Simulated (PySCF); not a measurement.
# H₄O₂, a solvent cluster: interaction energy

Aim: the interaction energy of 2 × `O`.

Computed with PySCF 2.14.0; each step states its level. No surroundings beyond the atoms listed, unless a continuum is named. Atoms count from 0, parts from 1.

### 1 The system as given

6 atoms, charge 0, multiplicity 1; geometry: GFN2-xTB. Parts: 1 = atoms 0–2, `O`, charge 0; 2 = atoms 3–5, `O`, charge 0.

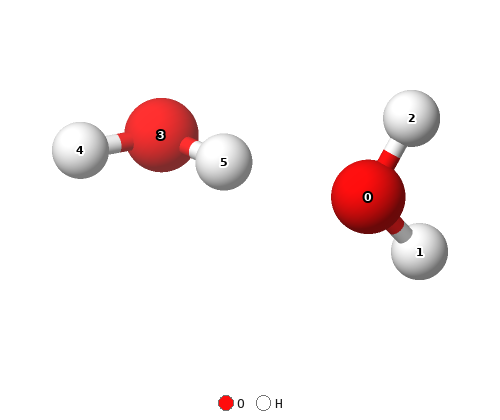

The starting geometry (oxygen red, hydrogen white), atoms numbered.

### 2 Optimising the geometry at PBE0-D3(BJ)/def2-TZVPD

The job: settings as JSON, then the geometry in Å.

```
{"job": {"xc": "PBE0", "basis": "def2-TZVPD", "d3": "d3bj", "grid": 3, "kind": "geom", "shake": 0.01}, "charge": 0, "multiplicity": 1, "parts": [{"atoms": "0-2", "charge": 0, "multiplicity": 1}, {"atoms": "3-5", "charge": 0, "multiplicity": 1}]}
O     -0.110045    -0.152985     0.272139
H     -0.724129    -0.201965    -0.489634
H      0.628625     0.351022    -0.029817
O     -1.417925     1.747953     1.933796
H     -1.528971     1.440729     2.834174
H     -1.013713     1.036111     1.451523
```

Run with:

```bash
$ OMP_NUM_THREADS=1 python cluster_run.py task.json out
```

The driver reads the jobs from task.json and runs them one after another.

The program printed:

```text
step   0  E = -152.76981720  max force = 0.026711
step   1  E = -152.77073896  max force = 0.005432
step   2  E = -152.77088577  max force = 0.000584
step   3  E = -152.77089647  max force = 0.000307
optimisation converged
```

It took 13 s on 1 thread of Arm Neoverse V1, shared host; peak memory 0.51 GiB.

Step by step:

```csv
step,energy from step 0 (eV),largest force component (eV/Å)
0,0.0000,1.3735
1,-0.0251,0.2793
2,-0.0291,0.0300
3,-0.0294,0.0158
```

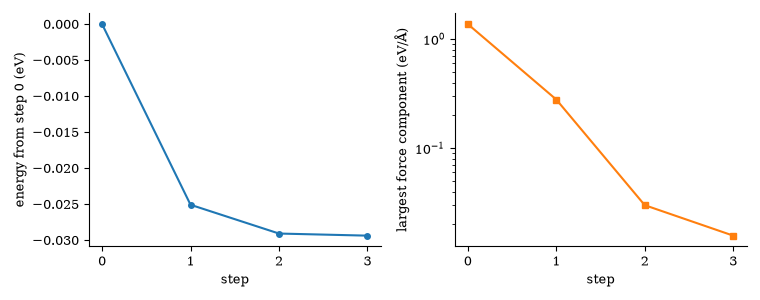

Energy and force, step by step.

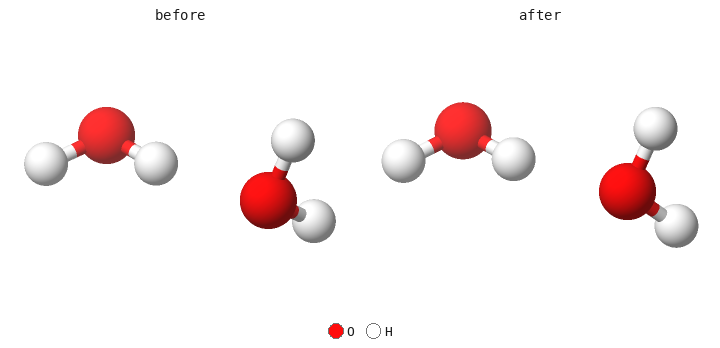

Before and after, at one scale.

Close pairs (by a distance rule), those that changed most:

```csv
bond,before (Å),after (Å),change (Å)
O3–H5,0.950,0.969,+0.019
O0–H1,0.980,0.961,-0.018
O0–H2,0.944,0.961,+0.017
O3–H4,0.958,0.959,+0.001
```

The next job starts from the end point, and lists it.

```
                         at the end point                value
  point group (found at 0.08 Å tolerance)                   C1
rotational constants (GHz, main isotopes)  215.1, 6.540, 6.514
                        dipole moment (D)                 2.45
```

Contacts at the end point (a selection, picked against the atoms' radii; other short pairs can be missing):

| atoms | distance (Å) | kind (by distance and angle) | angle (°) |
| --- | --- | --- | --- |
| H5···O0 | 1.93 | hydrogen bond | 169 |

Against the parts relaxed at this level the binding energy is -5.36 kcal/mol, without counterpoise.

### 3 Coupled-cluster interaction energy: CCSD(T) and MP2, 1.93 Å

The job: settings as JSON, then the geometry in Å.

```
{"job": {"kind": "intercc", "basis": "aug-cc-pVDZ", "basis_mid": "aug-cc-pVTZ", "basis_large": "aug-cc-pVQZ"}, "charge": 0, "multiplicity": 1, "parts": [{"atoms": "0-2", "charge": 0, "multiplicity": 1}, {"atoms": "3-5", "charge": 0, "multiplicity": 1}]}
O     -0.068940    -0.109212     0.274070
H     -0.596652    -0.419208    -0.467164
H      0.586814     0.478670    -0.111124
O     -1.464039     1.776017     1.958994
H     -1.575309     1.441716     2.851182
H     -1.048067     1.052806     1.466385
```

Method: CCSD(T)/aug-cc-pVDZ and MP2/aug-cc-pVTZ, aug-cc-pVQZ counterpoise interaction energy, frozen core, gas phase.

The program printed:

```text
part 1, own basis, geometry of the cluster
final grid: 21952 points
cycle   1  E = -76.0244863368  dE = -1.501e-01  |g| = 4.358e-01  |ddm| = 2.789e+00
cycle   2  E = -76.0497859897  dE = -2.530e-02  |g| = 2.606e-01  |ddm| = 7.442e-01
cycle   3  E = -76.0601745342  dE = -1.039e-02  |g| = 2.574e-02  |ddm| = 2.809e-01
cycle   4  E = -76.0603266853  dE = -1.522e-04  |g| = 5.727e-03  |ddm| = 3.221e-02
cycle   5  E = -76.0603408884  dE = -1.420e-05  |g| = 1.205e-03  |ddm| = 1.042e-02
cycle   6  E = -76.0603418068  dE = -9.184e-07  |g| = 2.268e-04  |ddm| = 2.698e-03
cycle   7  E = -76.0603418442  dE = -3.747e-08  |g| = 3.544e-05  |ddm| = 7.310e-04
cycle   8  E = -76.0603418450  dE = -7.707e-10  |g| = 4.264e-06  |ddm| = 1.045e-04
converged SCF energy = -76.0603418450

part 2, own basis, geometry of the cluster
final grid: 21952 points
cycle   1  E = -76.0240926759  dE = -1.555e-01  |g| = 4.359e-01  |ddm| = 2.782e+00
cycle   2  E = -76.0494021925  dE = -2.531e-02  |g| = 2.615e-01  |ddm| = 7.435e-01
cycle   3  E = -76.0598826274  dE = -1.048e-02  |g| = 2.580e-02  |ddm| = 2.816e-01
cycle   4  E = -76.0600361695  dE = -1.535e-04  |g| = 5.775e-03  |ddm| = 3.224e-02
cycle   5  E = -76.0600506888  dE = -1.452e-05  |g| = 1.223e-03  |ddm| = 1.051e-02
cycle   6  E = -76.0600516420  dE = -9.532e-07  |g| = 2.312e-04  |ddm| = 2.762e-03
cycle   7  E = -76.0600516811  dE = -3.914e-08  |g| = 3.581e-05  |ddm| = 7.460e-04
cycle   8  E = -76.0600516819  dE = -7.901e-10  |g| = 4.357e-06  |ddm| = 1.051e-04
converged SCF energy = -76.0600516819

part 1, own basis, relaxed alone
final grid: 21952 points
cycle   1  E = -76.0245250510  dE = -1.479e-01  |g| = 4.359e-01  |ddm| = 2.791e+00
cycle   2  E = -76.0498627613  dE = -2.534e-02  |g| = 2.605e-01  |ddm| = 7.448e-01
cycle   3  E = -76.0602383089  dE = -1.038e-02  |g| = 2.575e-02  |ddm| = 2.809e-01
cycle   4  E = -76.0603902923  dE = -1.520e-04  |g| = 5.727e-03  |ddm| = 3.219e-02
cycle   5  E = -76.0604045030  dE = -1.421e-05  |g| = 1.204e-03  |ddm| = 1.042e-02
cycle   6  E = -76.0604054202  dE = -9.172e-07  |g| = 2.269e-04  |ddm| = 2.695e-03
cycle   7  E = -76.0604054575  dE = -3.737e-08  |g| = 3.531e-05  |ddm| = 7.321e-04
cycle   8  E = -76.0604054583  dE = -7.611e-10  |g| = 4.202e-06  |ddm| = 1.044e-04
converged SCF energy = -76.0604054583

part 2, own basis, relaxed alone: E = -76.0604054583 (as before)

cluster
final grid: 4656 points
cycle   1  E = -152.1257453059  dE = -3.592e-03  |g| = 2.345e-02  |ddm| = 3.815e-01
cycle   2  E = -152.1260294802  dE = -2.842e-04  |g| = 8.473e-03  |ddm| = 5.929e-02
cycle   3  E = -152.1260757167  dE = -4.624e-05  |g| = 2.268e-03  |ddm| = 2.294e-02
cycle   4  E = -152.1260782419  dE = -2.525e-06  |g| = 9.971e-04  |ddm| = 5.067e-03
cycle   5  E = -152.1260785383  dE = -2.965e-07  |g| = 1.923e-04  |ddm| = 1.810e-03
cycle   6  E = -152.1260785574  dE = -1.907e-08  |g| = 3.564e-05  |ddm| = 5.140e-04
cycle   7  E = -152.1260785582  dE = -7.452e-10  |g| = 1.049e-05  |ddm| = 1.121e-04
converged SCF energy = -152.1260785582

part 1 in the basis of the cluster
final grid: 4656 points
cycle   1  E = -76.0604187767  dE = -7.765e-05  |g| = 1.982e-03  |ddm| = 2.467e-01
cycle   2  E = -76.0604200634  dE = -1.287e-06  |g| = 2.890e-04  |ddm| = 3.177e-02
cycle   3  E = -76.0604201010  dE = -3.754e-08  |g| = 3.954e-05  |ddm| = 5.596e-03
cycle   4  E = -76.0604201015  dE = -5.651e-10  |g| = 2.067e-05  |ddm| = 3.328e-04
converged SCF energy = -76.0604201015

part 2 in the basis of the cluster
final grid: 4656 points
cycle   1  E = -76.0600973184  dE = -4.592e-05  |g| = 1.279e-03  |ddm| = 1.607e-01
cycle   2  E = -76.0600978154  dE = -4.970e-07  |g| = 1.493e-04  |ddm| = 1.685e-02
cycle   3  E = -76.0600978250  dE = -9.633e-09  |g| = 1.440e-05  |ddm| = 2.402e-03
cycle   4  E = -76.0600978252  dE = -1.078e-10  |g| = 6.469e-06  |ddm| = 1.527e-04
converged SCF energy = -76.0600978252

Interaction energy (kcal/mol)
  counterpoise       -4.707
  uncorrected        -5.195
  dispersion part     0.000
  deformation         0.059
  binding            -4.648

Decomposition of the uncorrected value (kcal/mol)
  electrostatic      -8.698
  Pauli               7.593
  orbital            -2.463
  dispersion          0.000
  correlation        -1.627

Charge of each part in the cluster: 0.016 -0.016
part 1, own basis, geometry of the cluster
final grid: 21952 points
cycle   1  E = -76.0294596749  dE = -1.507e-01  |g| = 4.403e-01  |ddm| = 2.945e+00
cycle   2  E = -76.0549578143  dE = -2.550e-02  |g| = 2.635e-01  |ddm| = 6.933e-01
cycle   3  E = -76.0655353165  dE = -1.058e-02  |g| = 2.627e-02  |ddm| = 2.805e-01
cycle   4  E = -76.0656895536  dE = -1.542e-04  |g| = 5.917e-03  |ddm| = 3.204e-02
cycle   5  E = -76.0657042084  dE = -1.465e-05  |g| = 1.259e-03  |ddm| = 1.061e-02
cycle   6  E = -76.0657051914  dE = -9.830e-07  |g| = 2.437e-04  |ddm| = 2.719e-03
cycle   7  E = -76.0657052342  dE = -4.275e-08  |g| = 3.938e-05  |ddm| = 7.255e-04
cycle   8  E = -76.0657052351  dE = -9.748e-10  |g| = 5.037e-06  |ddm| = 1.192e-04
converged SCF energy = -76.0657052351

part 2, own basis, geometry of the cluster
final grid: 21952 points
cycle   1  E = -76.0290518151  dE = -1.561e-01  |g| = 4.405e-01  |ddm| = 2.938e+00
cycle   2  E = -76.0545593728  dE = -2.551e-02  |g| = 2.645e-01  |ddm| = 6.931e-01
cycle   3  E = -76.0652295879  dE = -1.067e-02  |g| = 2.633e-02  |ddm| = 2.812e-01
cycle   4  E = -76.0653852830  dE = -1.557e-04  |g| = 5.968e-03  |ddm| = 3.209e-02
cycle   5  E = -76.0654002632  dE = -1.498e-05  |g| = 1.278e-03  |ddm| = 1.071e-02
cycle   6  E = -76.0654012831  dE = -1.020e-06  |g| = 2.484e-04  |ddm| = 2.782e-03
cycle   7  E = -76.0654013277  dE = -4.467e-08  |g| = 3.979e-05  |ddm| = 7.429e-04
cycle   8  E = -76.0654013287  dE = -9.997e-10  |g| = 5.135e-06  |ddm| = 1.201e-04
converged SCF energy = -76.0654013287

part 1, own basis, relaxed alone
final grid: 21952 points
cycle   1  E = -76.0295034748  dE = -1.486e-01  |g| = 4.405e-01  |ddm| = 2.948e+00
cycle   2  E = -76.0550396549  dE = -2.554e-02  |g| = 2.634e-01  |ddm| = 6.938e-01
cycle   3  E = -76.0656041480  dE = -1.056e-02  |g| = 2.628e-02  |ddm| = 2.804e-01
cycle   4  E = -76.0657581930  dE = -1.540e-04  |g| = 5.916e-03  |ddm| = 3.201e-02
cycle   5  E = -76.0657728538  dE = -1.466e-05  |g| = 1.258e-03  |ddm| = 1.062e-02
cycle   6  E = -76.0657738355  dE = -9.817e-07  |g| = 2.438e-04  |ddm| = 2.717e-03
cycle   7  E = -76.0657738781  dE = -4.265e-08  |g| = 3.925e-05  |ddm| = 7.262e-04
cycle   8  E = -76.0657738791  dE = -9.626e-10  |g| = 4.970e-06  |ddm| = 1.190e-04
converged SCF energy = -76.0657738791

part 2, own basis, relaxed alone: E = -76.0657738791 (as before)

cluster
final grid: 4656 points
cycle   1  E = -152.1364289755  dE = -3.694e-03  |g| = 2.394e-02  |ddm| = 5.227e-01
cycle   2  E = -152.1367224926  dE = -2.935e-04  |g| = 8.688e-03  |ddm| = 6.503e-02
cycle   3  E = -152.1367700289  dE = -4.754e-05  |g| = 2.240e-03  |ddm| = 2.318e-02
cycle   4  E = -152.1367726490  dE = -2.620e-06  |g| = 9.755e-04  |ddm| = 5.136e-03
cycle   5  E = -152.1367729258  dE = -2.769e-07  |g| = 2.133e-04  |ddm| = 1.754e-03
cycle   6  E = -152.1367729473  dE = -2.151e-08  |g| = 3.772e-05  |ddm| = 5.433e-04
cycle   7  E = -152.1367729482  dE = -8.189e-10  |g| = 1.091e-05  |ddm| = 1.081e-04
converged SCF energy = -152.1367729482

part 1 in the basis of the cluster
final grid: 4656 points
cycle   1  E = -76.0657378670  dE = -3.258e-05  |g| = 1.196e-03  |ddm| = 3.396e-01
cycle   2  E = -76.0657382452  dE = -3.783e-07  |g| = 1.494e-04  |ddm| = 3.355e-02
cycle   3  E = -76.0657382542  dE = -8.922e-09  |g| = 1.432e-05  |ddm| = 4.507e-03
cycle   4  E = -76.0657382543  dE = -1.206e-10  |g| = 3.030e-06  |ddm| = 2.606e-04
converged SCF energy = -76.0657382543

part 2 in the basis of the cluster
final grid: 4656 points
cycle   1  E = -76.0654157829  dE = -1.539e-05  |g| = 7.187e-04  |ddm| = 2.382e-01
cycle   2  E = -76.0654159504  dE = -1.675e-07  |g| = 8.582e-05  |ddm| = 2.550e-02
cycle   3  E = -76.0654159536  dE = -3.205e-09  |g| = 6.221e-06  |ddm| = 3.722e-03
cycle   4  E = -76.0654159536  dE = -2.213e-11  |g| = 1.987e-06  |ddm| = 1.959e-04
converged SCF energy = -76.0654159536

Interaction energy (kcal/mol)
  counterpoise       -4.882
  uncorrected        -5.127
  dispersion part     0.000
  deformation         0.085
  binding            -4.798

Decomposition of the uncorrected value (kcal/mol)
  electrostatic      -8.672
  Pauli               7.650
  orbital            -2.534
  dispersion          0.000
  correlation        -1.570

Charge of each part in the cluster: 0.016 -0.016
part 1 in the basis of the cluster: E(HF) = -76.041517997  E2 = -0.220289977  E(CCSD corr) = -0.228017212  (T) = -0.005345790
part 2 in the basis of the cluster: E(HF) = -76.041000491  E2 = -0.220229495  E(CCSD corr) = -0.227946536  (T) = -0.005308593
cluster: E(HF) = -152.088109467  E2 = -0.441886123  E(CCSD corr) = -0.456954295  (T) = -0.010955445

Counterpoise interaction energy (kcal/mol)
  hf_small                  -3.508
  mp2_small                 -4.366
  ccsd_small                -4.130
  ccsdt_small               -4.319
  hf_large                  -3.526
  mp2_large                 -4.882
  hf_middle                 -3.489
  mp2_middle                -4.707
  scs_mp2_large             -4.389
  mp2_limit                 -4.983
  ccsdt_less_mp2             0.047
  ccsdt_limit_estimate      -4.936
  bsse_mp2_large             0.244
```

Wall time 36 s (1 thread of Arm Neoverse V1, shared host); peak memory 0.52 GiB.

Contacts at this geometry (a selection, picked against the atoms' radii; other short pairs can be missing):

```csv
atoms,distance (Å),kind (by distance and angle),angle (°)
H5···O0,1.93,hydrogen bond,169
```

Differences are taken before rounding.

```
                 method  interaction energy (kcal/mol)  from CCSD(T), limit estimate (kcal/mol)
         HF/aug-cc-pVDZ                          -3.51                                    +1.43
        MP2/aug-cc-pVDZ                          -4.37                                    +0.57
       CCSD/aug-cc-pVDZ                          -4.13                                    +0.81
    CCSD(T)/aug-cc-pVDZ                          -4.32                                    +0.62
         HF/aug-cc-pVQZ                          -3.53                                    +1.41
        MP2/aug-cc-pVQZ                          -4.88                                    +0.05
    SCS-MP2/aug-cc-pVQZ                          -4.39                                    +0.55
      MP2, extrapolated                          -4.98                                    -0.05
CCSD(T), limit estimate                          -4.94                                        0
```

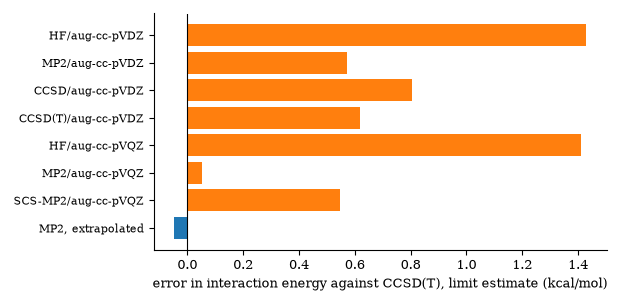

Error of each method against CCSD(T), limit estimate.

These energies keep the parts at their geometry in the cluster; deforming them to it costs 0.08 kcal/mol (MP2).

### 4 Coupled-cluster interaction energy: CCSD(T) and MP2, 2.03 Å

Settings changed since step 3:

```diff
@@ -4,4 +4,4 @@
 H      0.586814     0.478670    -0.111124
-O     -1.464039     1.776017     1.958994
-H     -1.575309     1.441716     2.851182
-H     -1.048067     1.052806     1.466385
+O     -1.512995     1.834118     2.018610
+H     -1.624265     1.499817     2.910798
+H     -1.097023     1.110907     1.526001
```

With the program's defaults for keys left out, this is: CCSD(T)/aug-cc-pVDZ and MP2/aug-cc-pVTZ, aug-cc-pVQZ counterpoise interaction energy, frozen core, gas phase.

The program printed:

```text
part 1, own basis, geometry of the cluster: E = -76.0603418450 (as before)

part 2, own basis, geometry of the cluster: E = -76.0600516819 (as before)

part 1, own basis, relaxed alone: E = -76.0604054583 (as before)

part 2, own basis, relaxed alone: E = -76.0604054583 (as before)

cluster
final grid: 4656 points
cycle   1  E = -152.1261556732  dE = -2.630e-03  |g| = 1.994e-02  |ddm| = 3.477e-01
cycle   2  E = -152.1263641111  dE = -2.084e-04  |g| = 7.307e-03  |ddm| = 5.260e-02
cycle   3  E = -152.1263976676  dE = -3.356e-05  |g| = 2.530e-03  |ddm| = 1.963e-02
cycle   4  E = -152.1264001373  dE = -2.470e-06  |g| = 9.387e-04  |ddm| = 4.795e-03
cycle   5  E = -152.1264004538  dE = -3.165e-07  |g| = 1.612e-04  |ddm| = 1.897e-03
cycle   6  E = -152.1264004691  dE = -1.528e-08  |g| = 3.104e-05  |ddm| = 4.745e-04
cycle   7  E = -152.1264004696  dE = -5.467e-10  |g| = 1.025e-05  |ddm| = 9.877e-05
converged SCF energy = -152.1264004696

part 1 in the basis of the cluster
final grid: 4656 points
cycle   1  E = -76.0604117088  dE = -7.066e-05  |g| = 1.938e-03  |ddm| = 2.304e-01
cycle   2  E = -76.0604129552  dE = -1.246e-06  |g| = 2.862e-04  |ddm| = 2.993e-02
cycle   3  E = -76.0604129917  dE = -3.647e-08  |g| = 3.529e-05  |ddm| = 5.322e-03
cycle   4  E = -76.0604129922  dE = -5.024e-10  |g| = 1.815e-05  |ddm| = 3.147e-04
converged SCF energy = -76.0604129922

part 2 in the basis of the cluster
final grid: 4656 points
cycle   1  E = -76.0600906403  dE = -3.924e-05  |g| = 1.167e-03  |ddm| = 1.577e-01
cycle   2  E = -76.0600910695  dE = -4.292e-07  |g| = 1.367e-04  |ddm| = 1.604e-02
cycle   3  E = -76.0600910778  dE = -8.278e-09  |g| = 1.294e-05  |ddm| = 2.173e-03
cycle   4  E = -76.0600910779  dE = -9.130e-11  |g| = 5.717e-06  |ddm| = 1.207e-04
converged SCF energy = -76.0600910779

Interaction energy (kcal/mol)
  counterpoise       -4.700
  uncorrected        -5.137
  dispersion part     0.000
  deformation         0.059
  binding            -4.641

Decomposition of the uncorrected value (kcal/mol)
  electrostatic      -7.305
  Pauli               5.339
  orbital            -1.804
  dispersion          0.000
  correlation        -1.367

Charge of each part in the cluster: 0.013 -0.013
part 1, own basis, geometry of the cluster: E = -76.0657052351 (as before)

part 2, own basis, geometry of the cluster: E = -76.0654013287 (as before)

part 1, own basis, relaxed alone: E = -76.0657738791 (as before)

part 2, own basis, relaxed alone: E = -76.0657738791 (as before)

cluster
final grid: 4656 points
cycle   1  E = -152.1368450579  dE = -2.700e-03  |g| = 2.039e-02  |ddm| = 4.662e-01
cycle   2  E = -152.1370606496  dE = -2.156e-04  |g| = 7.491e-03  |ddm| = 5.671e-02
cycle   3  E = -152.1370952997  dE = -3.465e-05  |g| = 2.456e-03  |ddm| = 1.950e-02
cycle   4  E = -152.1370977488  dE = -2.449e-06  |g| = 9.779e-04  |ddm| = 4.775e-03
cycle   5  E = -152.1370980655  dE = -3.168e-07  |g| = 1.764e-04  |ddm| = 1.877e-03
cycle   6  E = -152.1370980831  dE = -1.761e-08  |g| = 3.274e-05  |ddm| = 5.087e-04
cycle   7  E = -152.1370980837  dE = -6.013e-10  |g| = 1.046e-05  |ddm| = 9.372e-05
converged SCF energy = -152.1370980837

part 1 in the basis of the cluster
final grid: 4656 points
cycle   1  E = -76.0657357803  dE = -3.054e-05  |g| = 1.173e-03  |ddm| = 3.114e-01
cycle   2  E = -76.0657361426  dE = -3.623e-07  |g| = 1.466e-04  |ddm| = 3.062e-02
cycle   3  E = -76.0657361512  dE = -8.608e-09  |g| = 1.402e-05  |ddm| = 4.172e-03
cycle   4  E = -76.0657361513  dE = -1.176e-10  |g| = 2.812e-06  |ddm| = 2.607e-04
converged SCF energy = -76.0657361513

part 2 in the basis of the cluster
final grid: 4656 points
cycle   1  E = -76.0654141194  dE = -1.369e-05  |g| = 6.727e-04  |ddm| = 2.132e-01
cycle   2  E = -76.0654142677  dE = -1.483e-07  |g| = 7.980e-05  |ddm| = 2.204e-02
cycle   3  E = -76.0654142705  dE = -2.777e-09  |g| = 5.679e-06  |ddm| = 3.095e-03
cycle   4  E = -76.0654142705  dE = -1.899e-11  |g| = 1.981e-06  |ddm| = 1.484e-04
converged SCF energy = -76.0654142705

Interaction energy (kcal/mol)
  counterpoise       -4.845
  uncorrected        -5.057
  dispersion part     0.000
  deformation         0.085
  binding            -4.760

Decomposition of the uncorrected value (kcal/mol)
  electrostatic      -7.284
  Pauli               5.377
  orbital            -1.853
  dispersion          0.000
  correlation        -1.297

Charge of each part in the cluster: 0.013 -0.013
part 1 in the basis of the cluster: E(HF) = -76.041459785  E2 = -0.220199950  E(CCSD corr) = -0.227931555  (T) = -0.005332381
part 2 in the basis of the cluster: E(HF) = -76.040992571  E2 = -0.220188963  E(CCSD corr) = -0.227909501  (T) = -0.005302607
cluster: E(HF) = -152.088416852  E2 = -0.441512938  E(CCSD corr) = -0.456672427  (T) = -0.010888541

Counterpoise interaction energy (kcal/mol)
  hf_small                  -3.743
  mp2_small                 -4.448
  ccsd_small                -4.264
  ccsdt_small               -4.424
  hf_large                  -3.732
  mp2_large                 -4.845
  hf_middle                 -3.700
  mp2_middle                -4.700
  scs_mp2_large             -4.435
  mp2_limit                 -4.926
  ccsdt_less_mp2             0.025
  ccsdt_limit_estimate      -4.902
  bsse_mp2_large             0.213
```

Run time: 34 s. Hardware: 1 thread of Arm Neoverse V1, shared host; peak memory 0.52 GiB.

Contacts at this geometry (a selection, picked against the atoms' radii; other short pairs can be missing):

| atoms | distance (Å) | kind (by distance and angle) | angle (°) |
| --- | --- | --- | --- |
| H5···O0 | 2.03 | hydrogen bond | 169 |

Differences are taken before rounding.

| method | interaction energy (kcal/mol) | from CCSD(T), limit estimate (kcal/mol) |
| --- | --- | --- |
| HF/aug-cc-pVDZ | -3.74 | +1.16 |
| MP2/aug-cc-pVDZ | -4.45 | +0.45 |
| CCSD/aug-cc-pVDZ | -4.26 | +0.64 |
| CCSD(T)/aug-cc-pVDZ | -4.42 | +0.48 |
| HF/aug-cc-pVQZ | -3.73 | +1.17 |
| MP2/aug-cc-pVQZ | -4.84 | +0.06 |
| SCS-MP2/aug-cc-pVQZ | -4.43 | +0.47 |
| MP2, extrapolated | -4.93 | -0.02 |
| CCSD(T), limit estimate | -4.90 | 0 |

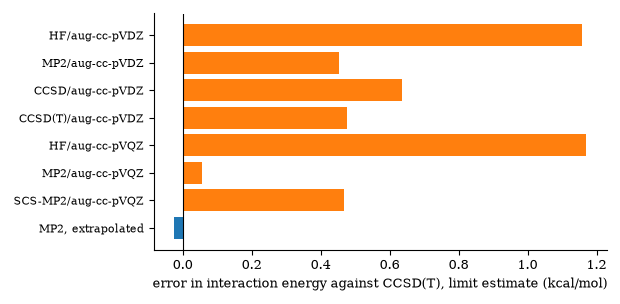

How far each level lands from CCSD(T), limit estimate.

These energies keep the parts at their geometry in the cluster; deforming them to it costs 0.08 kcal/mol (MP2).

[end of part 1 of 3]
